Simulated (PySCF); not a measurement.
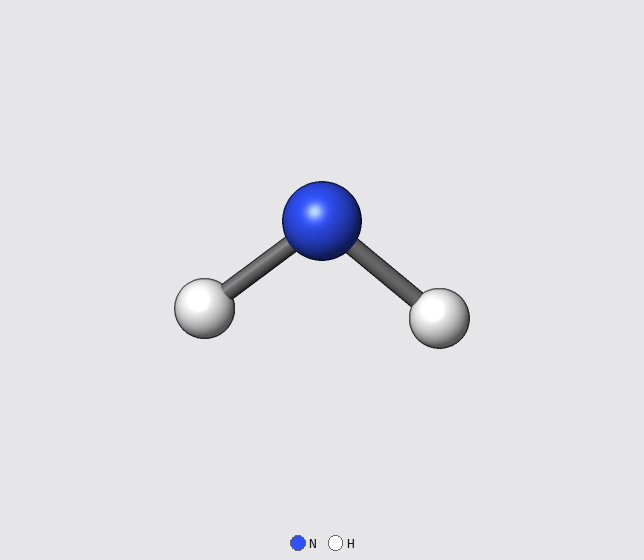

Rendered structure (ball-and-stick style).

The species has charge −1 and is a spin singlet. Computed geometry: GFN2-xTB optimisation. No frequency run is at hand to confirm it as a minimum.

**Which formula does it have?**

NH₂⁻, 3 atoms: 1 nitrogen and 2 hydrogen.

**Write the SMILES.**

[NH2-]

**Give the symmetry (Schoenflies symbol).**

C2v.

**How many bonds of each kind are drawn?**

2 N–H.

The parts below concern this one geometry. Atoms keep their numbers from picture to picture.

### Shape

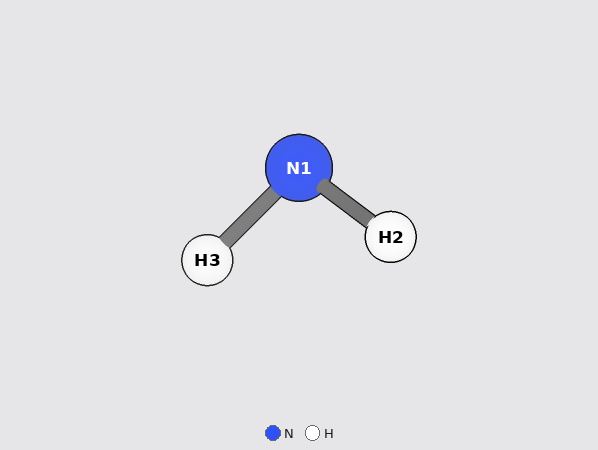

Atoms carry their numbers in the input. No frequency run is at hand to confirm it as a minimum.

Give the bond lengths.

| bond | length (Å) | order |
| --- | --- | --- |
| N1–H2 | 1.052 | single |
| N1–H3 | 1.052 | single |

### NMR shielding

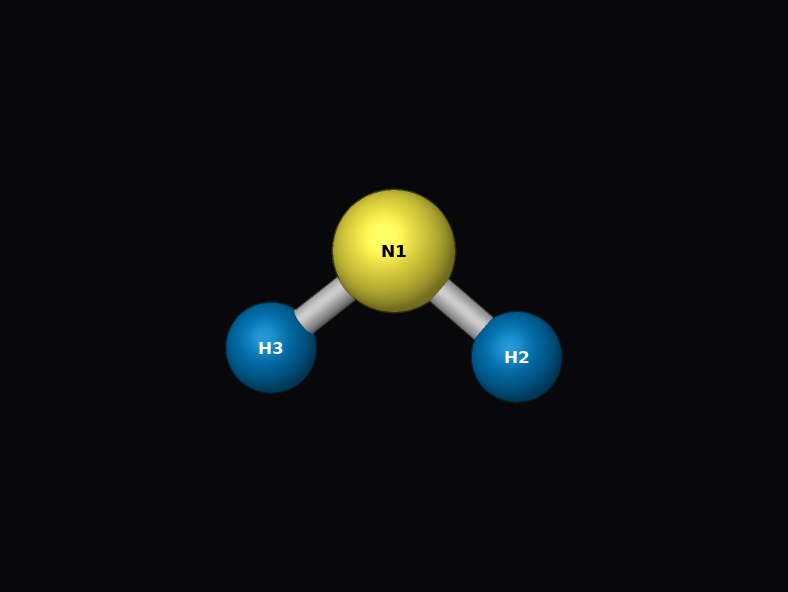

No frequency run is at hand to confirm it as a minimum. Level of theory: GIAO PBE0/pcSseg-1 NMR shielding, non-relativistic, gas phase (PySCF 2.14.0). Principal shieldings σ11 ≤ σ22 ≤ σ33, span Ω = σ33 − σ11, skew κ = 3(σiso − σ22)/Ω.

Give the shielding tensors of the N atoms.

```json
{"atom": "N1", "σ11": "270.2", "σ22": "274.2", "σ33": "317.1", "σiso": "287.2", "Ω": "46.9", "κ": "0.83"}
```

Shieldings and span in ppm.

### Charges

The questions are on Hirshfeld charges. No frequency run is at hand to confirm it as a minimum. Method: PBE0/pcSseg-1, gas phase (PySCF 2.14.0).

Give the Hirshfeld charges atom by atom.

```
atom  value (e)
  N1      −0.82
  H2      −0.09
  H3      −0.09
```

### Spin–spin coupling

No frequency run is at hand to confirm it as a minimum. Level of theory: B3LYP/pcJ-1 indirect spin-spin coupling, non-relativistic, gas phase (PySCF 2.14.0). Isotopes: 1H, 15N.

Give the spin–spin coupling constants of these pairs, with the number of bonds between them: N1/H3, N1/H2, H2/H3.

| pair | bonds apart | J (Hz) |
| --- | --- | --- |
| N1, H3 | 1 | −33.1 |
| N1, H2 | 1 | −33.1 |
| H2, H3 | 2 | −5.7 |
